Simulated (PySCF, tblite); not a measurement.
# C5H11BClN: geometry, infrared bands and NMR shifts

Aim: predict the infrared bands and NMR shifts of C5H11BClN (`C#[N+][B@@H-](CCl)C(C)C`).

The runs use tblite 0.8.0 and PySCF 2.14.0, with density-fitted response routines of our own; the level of theory stands in each step. All values are computed, except where a source is named. Atoms are numbered from 0 throughout.

## Step 1: Starting geometry

19 atoms, charge 0, multiplicity 1; geometry from: force field or distance geometry start.

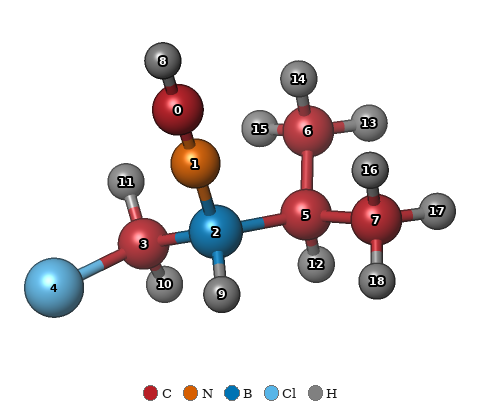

As it starts; carbon red, nitrogen orange, boron blue, chlorine blue, hydrogen grey, atoms numbered.

## Step 2: Geometry optimisation with GFN2-xTB

Job settings and geometry (Å):

```
{"job": {"kind": "relax", "xc": "GFN2-xTB", "basis": "xTB"}, "charge": 0, "multiplicity": 1}
C      0.995200    -0.462200     2.473700
N      0.912600    -0.055000     1.381000
B      0.839000     0.453700    -0.001700
C      1.899700    -0.299200    -0.944700
Cl     3.551600     0.233300    -0.541900
C     -0.692600     0.298100    -0.584000
C     -1.189600    -1.148400    -0.527300
C     -1.648300     1.232500     0.168400
H      1.054500    -0.828300     3.466700
H      1.103400     1.616900     0.008800
H      1.694900    -0.091400    -2.007400
H      1.835200    -1.406000    -0.771200
H     -0.682200     0.615200    -1.637800
H     -2.208400    -1.216800    -0.956200
H     -1.229100    -1.511800     0.525900
H     -0.536300    -1.817000    -1.108400
H     -1.717900     0.956300     1.242400
H     -2.671400     1.152000    -0.280700
H     -1.320300     2.287400     0.087200
```

Launch:

```bash
> OMP_NUM_THREADS=1 python probes_run.py task.json out
```

This one command runs all jobs of the session in turn.

Log:

```text
step      E/eV     max force
  0    -679.25581    2.301
  1    -679.24552    5.689
  2    -679.37799    0.602
  3    -679.39886    0.550
  4    -679.42626    0.295
  5    -679.43540    0.275
  6    -679.44664    0.214
  7    -679.45218    0.182
  8    -679.45584    0.158
  9    -679.45799    0.122
 10    -679.45984    0.088
 11    -679.46146    0.107
 12    -679.46292    0.101
 13    -679.46412    0.094
 14    -679.46513    0.069
 15    -679.46598    0.087
 16    -679.46669    0.084
 17    -679.46731    0.079
 18    -679.46791    0.065
 19    -679.46861    0.094
 20    -679.46948    0.115
 21    -679.47051    0.092
 22    -679.47167    0.104
 23    -679.47280    0.092
 24    -679.47377    0.093
 25    -679.47450    0.078
 26    -679.47510    0.089
 27    -679.47563    0.073
 28    -679.47610    0.047
 29    -679.47653    0.050
 30    -679.47698    0.076
 31    -679.47749    0.088
 32    -679.47805    0.063
 33    -679.47857    0.056
 34    -679.47901    0.058
 35    -679.47944    0.081
 36    -679.47989    0.076
 37    -679.48028    0.042
 38    -679.48055    0.034
 39    -679.48075    0.039
 40    -679.48099    0.051
 41    -679.48130    0.055
 42    -679.48161    0.043
 43    -679.48181    0.023
 44    -679.48192    0.022
 45    -679.48201    0.023
 46    -679.48213    0.029
 47    -679.48228    0.029
 48    -679.48242    0.025
 49    -679.48256    0.027
 50    -679.48271    0.032
 51    -679.48287    0.041
 52    -679.48308    0.035
 53    -679.48334    0.033
 54    -679.48365    0.038
 55    -679.48402    0.045
 56    -679.48438    0.050
 57    -679.48465    0.038
 58    -679.48480    0.030
 59    -679.48492    0.030
 60    -679.48502    0.025
 61    -679.48511    0.018
 62    -679.48515    0.016
 63    -679.48520    0.013
 64    -679.48522    0.010
```

Run time: 0.41 s. Hardware: 1 thread of Arm Neoverse V2, shared host; peak memory 0.18 GiB.

The steps of the relaxation: (not every step is listed) (the energy doesn't fall at every step)

| step | energy from step 0 (eV) | largest force (eV/Å) |
| --- | --- | --- |
| 0 | 0.0000 | 2.3013 |
| 1 | 0.0103 | 5.6890 |
| 2 | -0.1222 | 0.6018 |
| 3 | -0.1431 | 0.5502 |
| 4 | -0.1704 | 0.2953 |
| 5 | -0.1796 | 0.2754 |
| 6 | -0.1908 | 0.2143 |
| 7 | -0.1964 | 0.1823 |
| 8 | -0.2000 | 0.1579 |
| 13 | -0.2083 | 0.0939 |
| 18 | -0.2121 | 0.0645 |
| 23 | -0.2170 | 0.0919 |
| 28 | -0.2203 | 0.0471 |
| 33 | -0.2228 | 0.0556 |
| 38 | -0.2247 | 0.0342 |
| 43 | -0.2260 | 0.0228 |
| 48 | -0.2266 | 0.0247 |
| 53 | -0.2275 | 0.0333 |
| 58 | -0.2290 | 0.0295 |
| 59 | -0.2291 | 0.0303 |
| 60 | -0.2292 | 0.0246 |
| 61 | -0.2293 | 0.0184 |
| 62 | -0.2293 | 0.0158 |
| 63 | -0.2294 | 0.0127 |
| 64 | -0.2294 | 0.0096 |

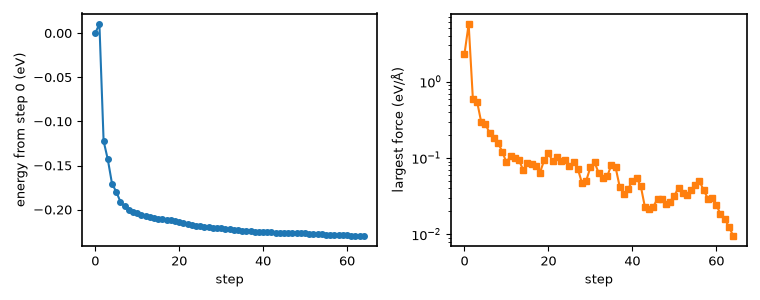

Energy and force, step by step.

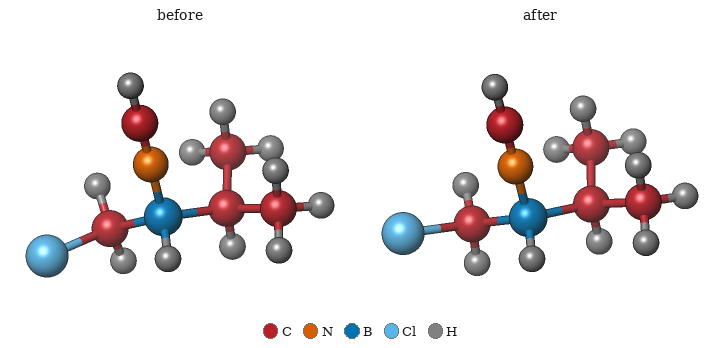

Before and after, at one scale.

Close pairs (by a distance rule), those that changed most:

```
  bond  before (Å)  after (Å)  change (Å)
 B2–C3       1.607      1.642      +0.036
C3–H11       1.122      1.089      -0.033
C7–H17       1.120      1.090      -0.031
 N1–B2       1.475      1.449      -0.026
C6–H14       1.115      1.089      -0.025
 C0–N1       1.169      1.147      -0.022
C7–H16       1.111      1.089      -0.022
C7–H18       1.108      1.087      -0.021
```

The end geometry stands in the next job.

## Step 3: Harmonic vibrations with GFN2-xTB

Job settings and geometry (Å):

```
{"job": {"kind": "ir", "xc": "GFN2-xTB", "basis": "xTB"}, "charge": 0, "multiplicity": 1}
C      0.985686    -0.386553     2.352174
N      0.921237     0.055099     1.295996
B      0.834224     0.550821    -0.062682
C      1.923477    -0.318612    -0.931542
Cl     3.593625    -0.142288    -0.298870
C     -0.722024     0.312206    -0.574845
C     -1.181067    -1.143989    -0.504291
C     -1.702408     1.193888     0.199998
H      1.053218    -0.776834     3.327278
H      1.116710     1.703713    -0.022123
H      1.960304     0.022402    -1.964636
H      1.729804    -1.389947    -0.924233
H     -0.760917     0.619502    -1.624496
H     -2.202888    -1.239602    -0.870608
H     -1.159562    -1.511649     0.521011
H     -0.547789    -1.784059    -1.113163
H     -1.713057     0.924793     1.255447
H     -2.714698     1.078952    -0.186618
H     -1.423681     2.241408     0.118743
```

Log:

```text
mode    cm-1     km/mol
  1      44.1      1.87
  2      50.0      5.94
  3      90.6      8.03
  4     120.5      2.61
  5     150.5      6.14
  6     214.2      0.08
  7     225.2      0.17
  8     236.3      1.11
  9     296.7      2.52
 10     302.0      1.76
 11     406.1      1.36
 12     440.4      0.92
 13     518.2      7.05
 14     609.3     29.01
 15     635.3     27.59
 16     699.8     18.24
 17     709.8      7.70
 18     788.0      6.16
 19     891.4     18.18
 20     892.5      6.71
 21     945.8      2.68
 22     953.5      2.26
 23     980.9      9.65
 24     992.5      2.87
 25    1026.2     14.19
 26    1083.1      3.39
 27    1130.1      3.71
 28    1147.6      2.07
 29    1178.3      6.90
 30    1209.6     19.37
 31    1274.1     22.03
 32    1321.1      2.55
 33    1409.5      1.38
 34    1422.0      0.39
 35    1443.0      4.05
 36    1504.1      0.43
 37    1509.2      1.00
 38    1514.4      0.54
 39    1517.9      4.01
 40    2237.8    199.48
 41    2478.0     82.13
 42    2939.3     42.62
 43    2985.5     12.68
 44    2995.0      6.83
 45    2999.2      0.57
 46    3003.2    126.50
 47    3009.0      2.84
 48    3015.9     94.15
 49    3040.4     68.53
 50    3041.1     14.13
 51    3349.8    165.10
```

Wall time 0.61 s (1 thread of Arm Neoverse V2, shared host); peak memory 0.18 GiB.

The strongest bands and the atoms that carry them (share of the mass-weighted mode):

```csv
cm⁻¹,km/mol,atoms
609,29.0,"H8 72 %, C0 17 %"
2238,199.5,"N1 50 %, C0 39 %, H8 10 %"
2478,82.1,H9 93 %
2939,42.6,H12 92 %
3003,126.5,"H17 42 %, H13 23 %, H14 17 %"
3016,94.2,"H16 39 %, H14 29 %, H13 15 %, H17 12 %"
3040,68.5,"H18 59 %, H15 31 %"
3350,165.1,"H8 86 %, C0 14 %"
```

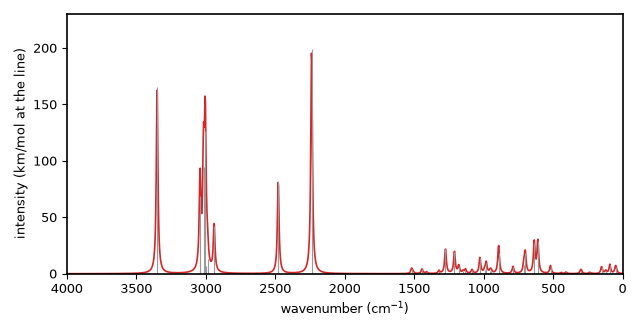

The infrared spectrum from these modes, unscaled. Lines are broadened to a width of 14 cm⁻¹ (Lorentzian).

## Step 4: Nuclear shieldings: PBE0/pcSseg-1

The job, as its differences from that of step 3:

```diff
@@ -1,2 +1,2 @@
-{"job": {"kind": "ir", "xc": "GFN2-xTB", "basis": "xTB"}, "charge": 0, "multiplicity": 1}
+{"job": {"kind": "nmr", "xc": "PBE0", "basis": "pcSseg-1"}, "charge": 0, "multiplicity": 1}
 C      0.985686    -0.386553     2.352174
```

With the program's defaults for keys left out, this is: GIAO PBE0/pcSseg-1 NMR shielding, non-relativistic, gas phase.

Log:

```text
coarse grid: 16024 points
cycle   1  E = -736.2274690326  dE =  8.456e-01  |g| = 5.802e-01  |ddm| = 3.708e+00
cycle   2  E = -735.9823722749  dE =  2.451e-01  |g| = 1.152e+00  |ddm| = 1.546e+00
cycle   3  E = -736.3254816075  dE = -3.431e-01  |g| = 1.809e-01  |ddm| = 9.991e-01
cycle   4  E = -736.3318028266  dE = -6.321e-03  |g| = 7.209e-02  |ddm| = 1.657e-01
cycle   5  E = -736.3327774319  dE = -9.746e-04  |g| = 2.408e-02  |ddm| = 5.847e-02
cycle   6  E = -736.3329153104  dE = -1.379e-04  |g| = 4.924e-03  |ddm| = 2.303e-02
cycle   7  E = -736.3329203005  dE = -4.990e-06  |g| = 1.301e-03  |ddm| = 4.595e-03
final grid: 149080 points
cycle   8  E = -736.3782244600  dE = -6.676e-05  |g| = 9.313e-03  |ddm| = 3.492e-02
cycle   9  E = -736.3782088520  dE =  1.561e-05  |g| = 1.224e-02  |ddm| = 1.772e-02
cycle  10  E = -736.3782426127  dE = -3.376e-05  |g| = 3.871e-03  |ddm| = 1.077e-02
cycle  11  E = -736.3782458119  dE = -3.199e-06  |g| = 6.215e-04  |ddm| = 2.401e-03
cycle  12  E = -736.3782458912  dE = -7.931e-08  |g| = 1.563e-04  |ddm| = 5.816e-04
cycle  13  E = -736.3782458965  dE = -5.296e-09  |g| = 5.353e-05  |ddm| = 1.772e-04
cycle  14  E = -736.3782458972  dE = -7.210e-10  |g| = 9.626e-06  |ddm| = 5.765e-05
converged SCF energy = -736.3782458972

GIAO shielding tensors (ppm)
atom      isotropic    diamagn.    paramagn.     s11        s22        s33       span
  0 C       75.768     264.393    -188.626     -2.728      3.973    226.058    228.787
  1 N       26.755     326.092    -299.337   -136.130   -131.588    347.984    484.115
  2 B      127.150     186.120     -58.970    116.520    127.159    137.771     21.251
  3 C      139.832     248.791    -108.958    106.446    137.246    175.804     69.358
  4 Cl     927.652    1144.810    -217.158    807.532    863.382   1112.042    304.511
  5 C      163.592     247.538     -83.946    160.406    162.822    167.546      7.140
  6 C      167.948     248.434     -80.486    153.636    162.048    188.161     34.525
  7 C      162.154     247.006     -84.853    140.887    157.717    187.857     46.970
  8 H       27.538      29.882      -2.344     22.780     23.617     36.218     13.438
  9 H       29.539      29.230       0.309     27.208     29.510     31.898      4.689
 10 H       28.527      29.905      -1.378     21.950     29.748     33.885     11.935
 11 H       28.856      30.927      -2.071     22.132     29.158     35.278     13.146
 12 H       30.796      32.844      -2.048     27.168     28.948     36.271      9.104
 13 H       30.783      30.655       0.129     26.305     28.215     37.829     11.524
 14 H       31.308      32.581      -1.273     27.507     30.808     35.610      8.102
 15 H       30.797      31.745      -0.948     25.032     30.226     37.132     12.099
 16 H       31.099      31.415      -0.316     27.141     30.623     35.533      8.392
 17 H       30.673      29.899       0.774     26.204     28.021     37.794     11.591
 18 H       30.442      29.864       0.577     25.736     28.089     37.500     11.764
```

Wall time 34 s (1 thread of Arm Neoverse V2, shared host); peak memory 0.88 GiB.

The references, computed at this level on geometries of the same kind, shield at (ppm): ¹H TMS 31.72, ¹³C TMS 186.9, ¹⁵N NH3 267.7, ¹¹B BF3·OEt2 100.1, ³⁵Cl HCl 950. Their shielding less the atom's gives the shift. The references are single molecules in the gas phase, so shifts against H2O, NH3, PH3, H3PO4 or CFCl3 are not on the usual liquid scales and can be off by tens of ppm. Atoms listed in one row are averaged.

```
        atoms                                environment  σ (ppm)  δ (ppm)  δ scaled to CDCl3
           C0                      nitrilium-type carbon     75.8    111.2              106.6
           C3                 sp3 CH2 bonded to B and Cl    139.8     47.1               44.0
           C7                              methyl carbon    162.2     24.8               22.3
           C5                         sp3 CH bonded to B    163.6     23.3               20.9
           C6                              methyl carbon    167.9     19.0               16.6
           H8        hydrogen on a nitrilium-type carbon    27.54     4.18               4.05
          H10  hydrogen on an sp3 CH2 bonded to B and Cl    28.53     3.19               3.11
          H11  hydrogen on an sp3 CH2 bonded to B and Cl    28.86     2.86               2.80
           H9       hydrogen on a boron bonded to 2 C, N    29.54     2.18                  –
H16, H17, H18                hydrogen on a methyl carbon    30.74     0.98               1.03
          H12          hydrogen on an sp3 CH bonded to B    30.80     0.92               0.97
H13, H14, H15                hydrogen on a methyl carbon    30.96     0.75               0.82
           N1           donor nitrogen of a Lewis adduct     26.8    241.0                  –
           B2                  boron bonded to 2 C, N, H    127.2    -27.1                  –
          Cl4                       chlorine bonded to C      928       22                  –
```

The scaled column applies a straight-line fit of computed shieldings to shifts measured in CDCl3, with any fitted terms for Cl, Br or S neighbours (root-mean-square error 0.16 ppm for H, 1.9 ppm for C).

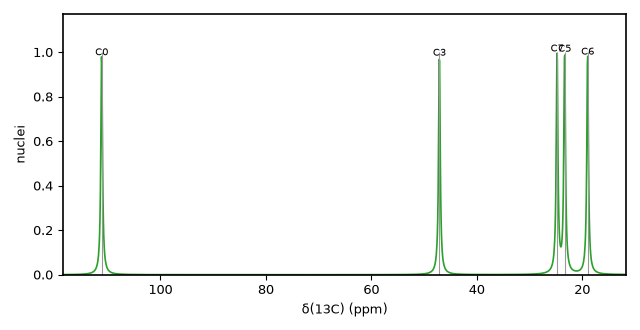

¹³C lines at the computed shifts, without couplings. Lines are broadened to a width of 0.37 ppm (Lorentzian).

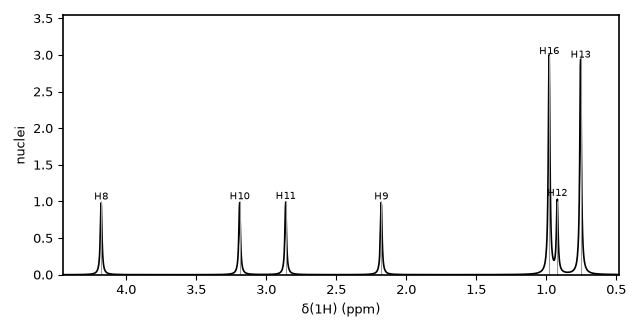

¹H lines at the computed shifts, without couplings. Lines are broadened to a width of 0.01 ppm (Lorentzian).

Charges from the same density, by scheme (e):

| atoms | Mulliken | IAO | Hirshfeld | ESP fit |
| --- | --- | --- | --- | --- |
| C0 | 0.19 | 0.05 | 0.16 | -0.03 |
| N1 | -0.17 | 0.09 | 0.04 | 0.05 |
| B2 | 0.34 | -0.11 | 0.00 | 0.10 |
| C3 | -0.40 | -0.34 | -0.10 | -0.47 |
| Cl4 | -0.22 | -0.15 | -0.13 | -0.18 |
| C5 | -0.50 | -0.19 | -0.08 | 0.36 |
| C6 | -0.23 | -0.41 | -0.13 | -0.43 |
| C7 | -0.22 | -0.41 | -0.13 | -0.51 |

ESP fit charges:

C0 -0.03; N1 0.05; B2 0.10; C3 -0.47; Cl4 -0.18; C5 0.36; C6 -0.43; C7 -0.51; H8 0.30; H9 -0.11; H10 0.19; H11 0.18; H12 -0.03; H13 0.10; H14 0.08; H15 0.08; H16 0.09; H17 0.12; H18 0.10

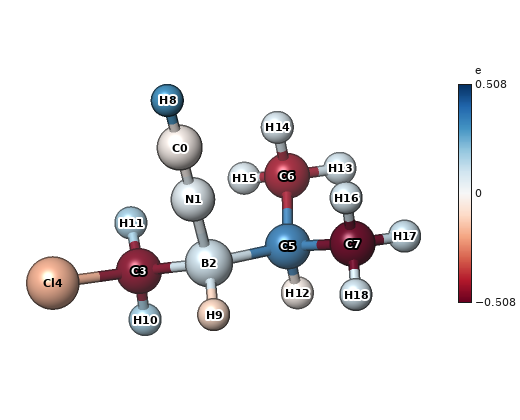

ESP fit charges, as colours on the atoms.

Mayer bond orders: C0–N1 2.64, N1–B2 0.67, B2–C3 0.83, C3–Cl4 0.95, B2–C5 0.84, C5–C6 1.03, C5–C7 1.05.

## Step 5: Summary of results

| quantity | value |
| --- | --- |
| strongest single infrared mode (GFN2-xTB) | 2238 cm⁻¹, 199 km/mol |
| zero-point energy (GFN2-xTB) | 95.8 kcal/mol |
| ¹³C shifts against TMS (PBE0/pcSseg-1) | 111.2, 47.1, 24.8, 23.3, 19.0 ppm |
| ¹H shifts against TMS (PBE0/pcSseg-1, means over atoms taken as alike) | 4.18, 3.19, 2.86, 2.18, 0.98, 0.92, 0.75 ppm |
| ¹⁵N shifts against NH3 (PBE0/pcSseg-1) | 241.0 ppm |
| ¹¹B shifts against BF3·OEt2 (PBE0/pcSseg-1) | -27.1 ppm |
| ³⁵Cl shifts against HCl (PBE0/pcSseg-1) | 22 ppm |

What this shows: Relaxing lowered the energy by 0.229 eV in 64 steps; the close pair that moved most is B2–C3, from 1.607 to 1.642 Å. All 51 modes are real, so the xTB geometry is a minimum. The strongest single mode, at 2238 cm⁻¹, moves mainly N1 and C0. Unscaled tight-binding wavenumbers are off by several per cent, some by more. Its intensities can rank the bands wrongly. At PBE0/pcSseg-1: The widest tensor belongs to N1: span 484 ppm, with a paramagnetic part of -299 ppm.
